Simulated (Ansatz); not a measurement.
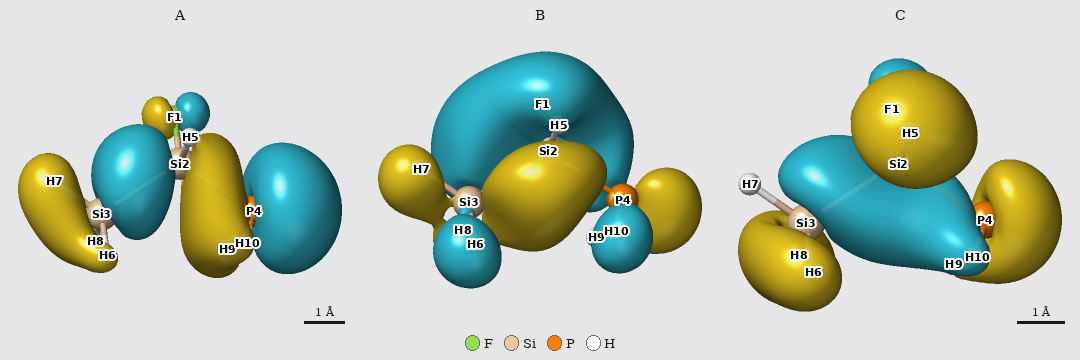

The picture shows: FH6PSi2. Three frontier orbitals at ±0.06 Å⁻³ᐟ² (yellow and cyan are the two phases), in no order.

Geometry: PBE0-D4/def2-TZVP.

Level of theory: RKS PBE0-D4/def2-TZVPP in Ansatz 0.2.0.

```xyz
10

F    -1.9258    1.3291   -0.2351
Si   -0.3649    0.9377   -0.2388
Si    0.0204   -0.6571    1.4305
P     0.1697    0.2294   -2.3078
H     0.4119    2.1844    0.0012
H     1.4754   -0.9699    1.4359
H    -0.3774   -0.1696    2.7782
H    -0.7367   -1.8974    1.1134
H    -0.1246   -1.1355   -2.0442
H     1.5353    0.0977   -1.9303
```

Q: Order the three orbitals by energy and name them.

A: C is the HOMO−1 (−8.88 eV). By Hirshfeld shares it lies mainly on Si2 (about 30 %), Si3 (about 20 %), H5 (about 20 %), P4 (about 15 %) and F1 (about 5 %). A is the HOMO (−7.52 eV). It lies mainly on P4 (about 55 %), Si2 (about 15 %) and Si3 (about 15 %). B is the LUMO (−0.64 eV). It lies mainly on Si2 (about 40 %), Si3 (about 20 %), P4 (about 15 %) and F1 (about 5 %).

Q: What is the HOMO–LUMO gap?

A: 6.88 eV between the orbital energies.
